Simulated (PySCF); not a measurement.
# Be₃N: structure of the quartet

Aim: relax Be₃N as a quartet from a T-shaped start, check by its vibrations whether the end is a minimum, and collect its spectrum and constants.

Program: PySCF 2.14.0. Level of theory: PBE0, basis N def2-TZVP, Be def2-TZVP, no relativity, density fitting. These are calculated values, not measurements.

### 1 The starting structure

4 atoms, charge 0, spin multiplicity 4.

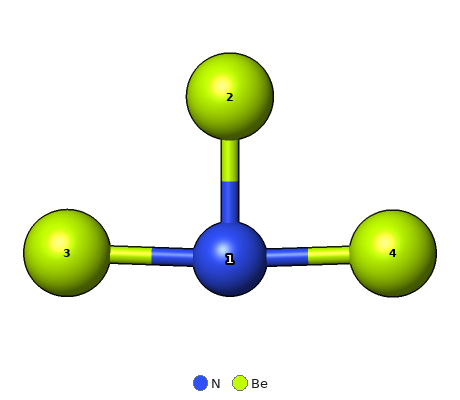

Start geometry, drawn with nitrogen blue, beryllium green; atoms are numbered from 1 in the order of the file.

```xyz
4
charge 0 multiplicity 4
N     0.0000    0.0000   -0.4064
Be    0.0000    0.0000    1.3236
Be    1.7289    0.0000   -0.3460
Be   -1.7289    0.0000   -0.3460
```

### 2 Relaxing the quartet from the T-shaped start

The steps below are one call of a driver around PySCF. For each, scf.py gives the equivalent set-up of the SCF; relaxations use the driver's own optimiser. Before each start the driver seeks the lowest SCF state from one or more starting densities and follows internal instabilities, so scf.py alone need not reach the same state.

The program finds C2v symmetry in the start, which this walk keeps. Threshold on the gradient: 0.0003 Eh/bohr, with a further test on the energy change.

Input file scf.py:

```python
from pyscf import gto, scf, dft
mol = gto.M(atom='''
N      0.000000     0.000000    -0.406430
Be     0.000000     0.000000     1.323570
Be     1.728900    -0.000000    -0.346030
Be    -1.728900     0.000000    -0.346030''',
    basis={'N': 'def2-TZVP', 'Be': 'def2-TZVP'},
    charge=0, spin=3)
mf = dft.UKS(mol, xc='PBE0')
mf.grids.atom_grid = (50, 194)
aux = {'N': 'def2-universal-JKFIT', 'Be': 'def2-universal-JKFIT'}
mf = mf.density_fit(auxbasis=aux)
mf.kernel()
```

The runs that follow: Vibrations and properties at this point.

Before running it: what results should come out? Wanted: minimum; geometry; wavenumbers; dipole moment; highest occupied, lowest empty level; polar-tensor charge of N1; zero-point energy; atomisation energy; ⟨S²⟩.

**Answer**, as computed:

```
                                          quantity                                       value
                                           minimum                                quartet, D3h
                                          geometry      N–Be 1.508 Å (×3); Be–N–Be 120.0° (×3)
                                wavenumbers (cm⁻¹)  195 (a2''), 218 (e'), 892 (a1'), 1189 (e')
                                     dipole moment                                      0.00 D
highest occupied, lowest empty level (either spin)                             -5.55, -2.52 eV
                         polar-tensor charge of N1                                     -0.67 e
                                 zero-point energy                                 23.3 kJ/mol
                               entropy at 298.15 K                             272.6 J/(mol K)
         atomisation energy (no zero-point energy)                                  945 kJ/mol
                                              ⟨S²⟩                                       3.753
```

**Reading.** The T-shaped start (C2v) ends in a minimum of D3h symmetry. In the infrared the band at 1189 cm⁻¹ (e', stretch) leads. The dipole vanishes although N1 carries -0.7 e by the polar tensor: the bond dipoles cancel. Other starts or spin states, not run here, may lie lower.
